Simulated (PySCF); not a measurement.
Consider C3H8FSi2 (doublet).

```yaml
atoms:
  - { symbol: C, position_ang: [2.5248, 1.0419, -0.4419] }
  - { symbol: C, position_ang: [1.5706, 0.6173, 0.3165] }
  - { symbol: Si, position_ang: [0.6432, -0.4667, 1.4612] }
  - { symbol: C, position_ang: [-0.8942, -1.0289, 0.4508] }
  - { symbol: F, position_ang: [-1.6443, -1.8843, 1.2756] }
  - { symbol: Si, position_ang: [-2.0692, 0.3254, -0.2175] }
  - { symbol: H, position_ang: [3.4503, 0.4966, -0.6194] }
  - { symbol: H, position_ang: [2.4725, 1.9889, -0.9695] }
  - { symbol: H, position_ang: [1.3443, -1.6812, 1.9126] }
  - { symbol: H, position_ang: [0.2119, 0.3180, 2.6207] }
  - { symbol: H, position_ang: [-0.5705, -1.6662, -0.3807] }
  - { symbol: H, position_ang: [-3.2321, -0.3242, -0.8230] }
  - { symbol: H, position_ang: [-1.3135, 1.0820, -1.2167] }
  - { symbol: H, position_ang: [-2.4945, 1.1809, 0.8892] }
```

Geometry: GFN2-xTB.

The calculation used PySCF, UKS B3LYP, pcH-1 on C F H Si, non-relativistic, mean-field spin-orbit, GIAO.

> What will maps of the electron density, electron localisation function and spin density show?

C–F (1.41 Å): ρ is about 2.5 e/Å³ halfway; the ELF peaks at about 0.80 between the atoms, as expected for a shared but strongly polarised pair.
C–Si (1.83 Å): ρ at the midpoint is about 0.69 e/Å³; the ELF peaks at about 0.95 between the atoms; a shared electron pair.
C–Si (1.92 Å): ρ is about 0.67 e/Å³ halfway; the ELF peaks at about 0.95 between the atoms; localised, covalent bonding.
The unpaired spin (1 electron) lies mostly on C2 (about 0.7), in electrons by Hirshfeld's partition.

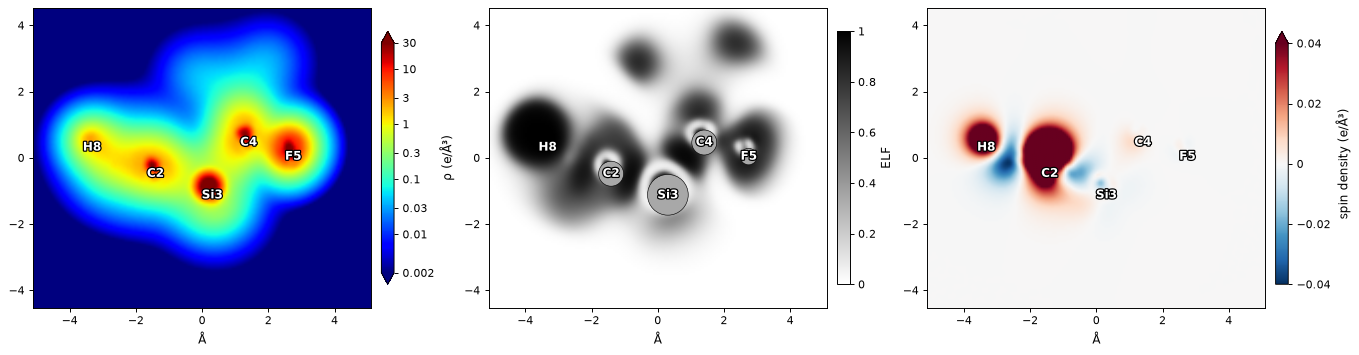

Computed electron density, electron localisation function and spin density on the plane of atoms Si3, C4 and F5, in this order. Grey discs cover the atomic cores in the ELF map. 
